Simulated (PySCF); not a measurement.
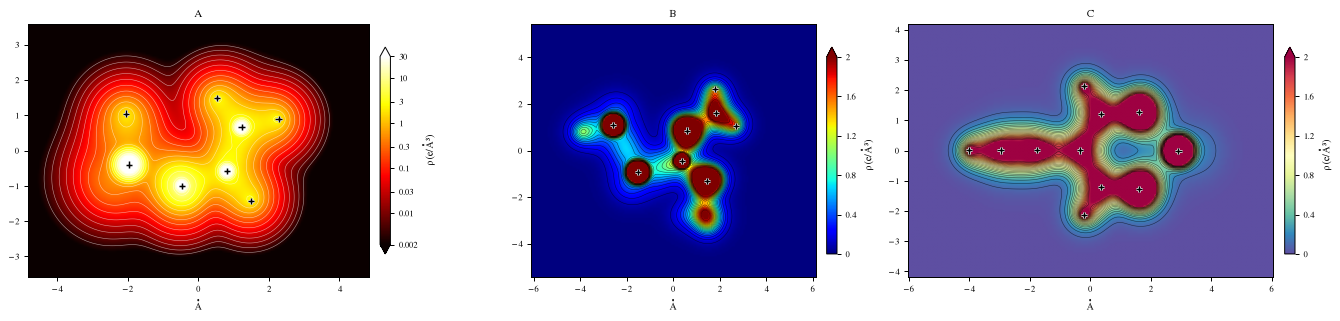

The electron density of 3 systems, each on a plane through atoms (crosses mark nuclei in the plane).

The calculation used PySCF, PBE0/pcSseg-1, SCF density, gas phase, non-relativistic.

System 1: C$_{2}$H$_{11}$BO$_{2}$Si$_{2}$, the plane of atoms O4, B3 and Si6. Geometry: GFN2-xTB, MD frame at 250 fs, 300 K.

```xyz
18

C    -1.8621    1.5858    1.0655
O    -1.6754    0.3548    0.4857
B    -0.4455   -0.1459    0.1234
O    -0.3691   -1.4407   -0.1507
C    -1.3937   -2.4458   -0.3335
Si    1.2489    0.8038    0.0780
Si    2.7662   -0.8607   -0.3471
H    -2.3051    2.3263    0.3647
H    -0.8518    1.9650    1.4174
H    -2.4824    1.3693    1.9136
H    -2.2871   -2.2314    0.2015
H    -1.0519   -3.4749   -0.2018
H    -1.7315   -2.3703   -1.4304
H     1.4827    1.8660   -0.9062
H     1.7039    1.3906    1.4176
H     2.6073   -1.2105   -1.7964
H     4.0731   -0.2352   -0.1966
H     2.9224   -2.0324    0.4667
```

System 2: C$_{5}$H$_{5}$AlO$_{2}$ (SMILES C#CC1=C[O][AlH2-][O+]=C1), the plane of atoms C2, C3 and C8. Geometry: GFN2-xTB.

```xyz
13

C     3.2403    0.7091    0.1524
C     2.0695    0.4522    0.0996
C     0.6869    0.1499    0.0338
C     0.0751   -0.6078    1.0380
O    -1.1499   -0.9168    1.0467
Al   -2.5006   -0.5481   -0.1228
O    -1.3242    0.3754   -1.1664
C    -0.0888    0.6054   -1.0374
H     4.2639    0.9334    0.1991
H     0.6936   -0.9585    1.8748
H    -3.4720    0.4494    0.5319
H    -2.8999   -1.8445   -0.8491
H     0.4017    1.2016   -1.8183
```

System 3: C$_{2}$H$_{5}$ClOSi (SMILES C=CO[SiH2]Cl), the plane of atoms O3, C2 and H8. Geometry: GFN2-xTB, NEB image 0 of 0 to 8.

```xyz
10

C    -1.7510    0.1049    0.2357
C    -0.9108    0.4879   -0.7072
O     0.4139    0.2551   -0.7371
Si    1.5749   -0.4242    0.1627
Cl    2.7558    1.0512    0.8402
H    -1.4223   -0.4436    1.1002
H    -2.7960    0.3379    0.1633
H    -1.2354    1.0421   -1.5806
H     1.0886   -1.1771    1.3116
H     2.2911   -1.2296   -0.8114
```

Q: Which map belongs to which system?

A: Panel A is system 3, C$_{2}$H$_{5}$ClOSi: the plane holds C, O, Si and H. C–C (1.32 Å): the density is about 2.4 e/Å³ at the midpoint. Panel B is system 1, C$_{2}$H$_{11}$BO$_{2}$Si$_{2}$: the plane holds O, B, C, Si and H. B–O (1.33 Å): the density is about 2.2 e/Å³ at the midpoint. Panel C is system 2, C$_{5}$H$_{5}$AlO$_{2}$: the plane holds C, O, Al and H. C–C (1.20 Å): ρ at the midpoint is about 2.7 e/Å³.
